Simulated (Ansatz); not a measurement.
## Electronic structure of CH11BOSi3 in real space

Input

```
crystal:
  periodic: [false, false, false]
  atoms:
    - { symbol: B, position_ang: [-1.6271, -1.4245, -0.4087] }
    - { symbol: Si, position_ang: [-0.4656, -0.6039, 0.8791] }
    - { symbol: C, position_ang: [1.2909, -0.9138, 0.392] }
    - { symbol: Si, position_ang: [1.8076, -0.1519, -1.2609] }
    - { symbol: Si, position_ang: [-0.8742, 1.5798, 1.0782] }
    - { symbol: O, position_ang: [-0.8145, 2.3651, -0.4419] }
    - { symbol: H, position_ang: [-2.4207, -0.6913, -0.989] }
    - { symbol: H, position_ang: [-1.5841, -2.5183, -0.6629] }
    - { symbol: H, position_ang: [-0.7037, -1.2241, 2.2224] }
    - { symbol: H, position_ang: [1.9907, -0.4751, 1.2012] }
    - { symbol: H, position_ang: [1.486, -2.0097, 0.3798] }
    - { symbol: H, position_ang: [1.6619, 1.31, -1.1615] }
    - { symbol: H, position_ang: [3.0576, -0.5073, -1.6445] }
    - { symbol: H, position_ang: [0.7762, -0.6544, -2.2599] }
    - { symbol: H, position_ang: [0.13, 2.1706, 1.9871] }
    - { symbol: H, position_ang: [-2.208, 1.8041, 1.6952] }
    - { symbol: H, position_ang: [-1.5221, 1.9442, -0.9657] }
basis:
  gaussian: { orbitals: "6-31G*" }
hamiltonian:
  xc: b3lyp
  dispersion: d4
relax:
  f_tol: 0.02
  max_steps: 50
output:
  orbitals: {}
```

Launched as:

```sh
ansatz run input.yaml --threads 2 --pin off --max-ram 3072MiB --backend cpu --events-out ev --progress --plain --runs-dir out
```

The fields are those of the relaxed geometry.

Level of theory: RKS B3LYP-D4/6-31G* in Ansatz.

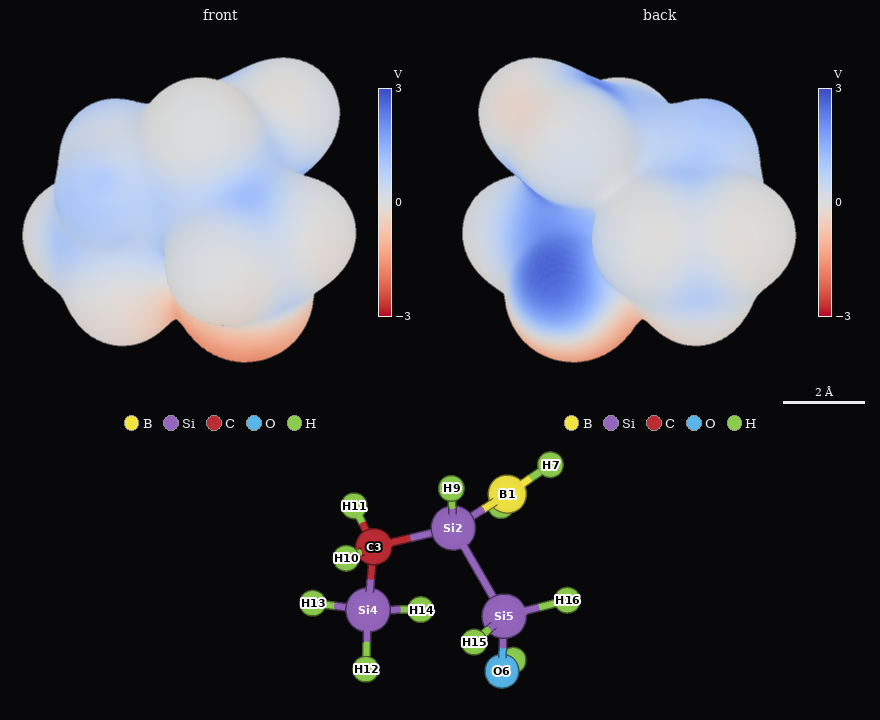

Figure 1. The electrostatic potential painted on the density surface at 0.002 e/bohr³, seen from the front and from behind; red is negative and blue positive. The bare structure is drawn below in the same view.

**Which sites attract a positive test charge, and which a negative one?**

A positive charge is drawn to the negative regions and a negative charge to the positive ones. The most negative region (about −1.5 V) lies over O6, the most positive (about +2.6 V) over H17. O6 is the likeliest acceptor of a hydrogen bond.

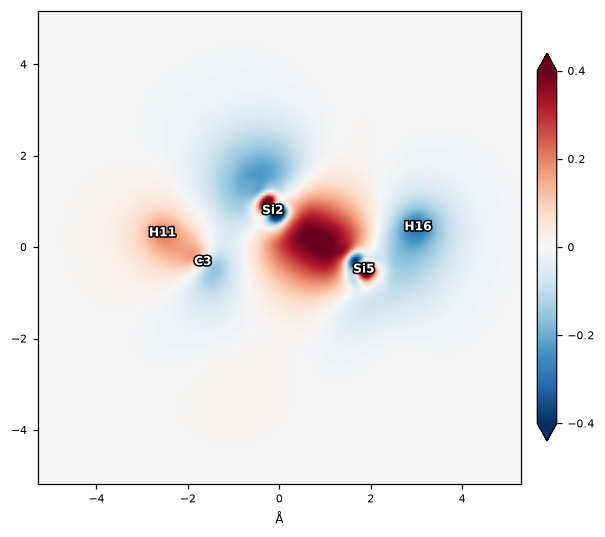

Figure 2. One frontier orbital on the plane of atoms C3, Si2 and Si5 (values in Å⁻³ᐟ²; the overall sign is arbitrary).

**Which orbital is it: HOMO or LUMO?**

The HOMO, at −7.13 eV. It lies mainly on Si2 (about 30 %), Si5 (about 25 %), O6 (about 15 %) and B1 (about 15 %).

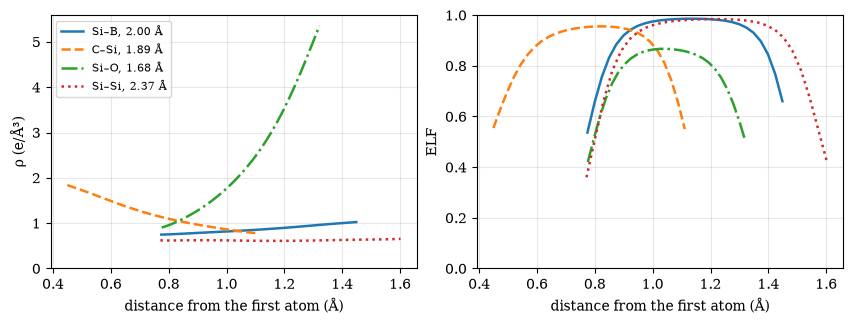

Figure 3. Electron density and electron localisation function along straight lines between neighbouring atoms. The curves leave out the atomic cores.

**Compare the contacts.**

Si–B (2.00 Å): the density is about 0.82 e/Å³ at the midpoint; the ELF peaks at about 1 between the atoms; a covalent bond.
C–Si (1.89 Å): the density is about 0.92 e/Å³ at the midpoint; the ELF peaks at about 0.95 between the atoms: a covalent bond.
Si–O (1.68 Å): ρ is about 1.1 e/Å³ halfway; the ELF peaks at about 0.85 between the atoms: a polar covalent bond.
Si–Si (2.37 Å): ρ is about 0.61 e/Å³ halfway; the ELF peaks at about 1 between the atoms; a shared electron pair.

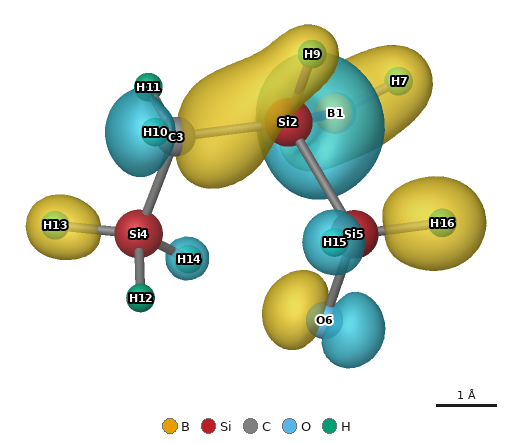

Figure 4. The HOMO−1 at ±0.1 Å⁻³ᐟ² (yellow and cyan are the two phases), seen at a tilt.

**Where does this orbital lie, and at what energy?**

By Hirshfeld shares it lies mainly on Si2 (about 20 %), B1 (about 20 %), C3 (about 10 %), O6 (about 10 %) and Si5 (about 5 %). Its energy is −8.05 eV.
